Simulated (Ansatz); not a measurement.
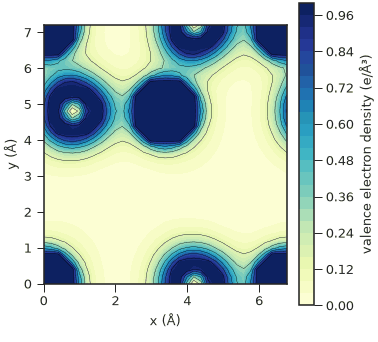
Figure: Valence electron density (e/Å³), cut off at 1 on a lattice plane, r²SCAN (plane waves, PAW; program Ansatz)

Q: Pick the material that matches.
A. CdS, wurtzite
B. Co, hcp (Mg type)
C. Ge, diamond
D. C, diamond

A: A, CdS, wurtzite. Atoms in the plane, in fractions of its two edges: Cd at (0.00, 0.00), Cd at (0.50, 0.67), S at (0.62, 0.00), S at (0.12, 0.67).

The density is the valence pseudo-density with augmentation charge, so density and ELF within about 1 Å of a nucleus are not all-electron values.

Space group P6_3mc (wurtzite). The r²SCAN relaxation kept the symmetry of its start; phonons on a q-mesh show no instability.

Potentials: the later of the program's two PAW sets.
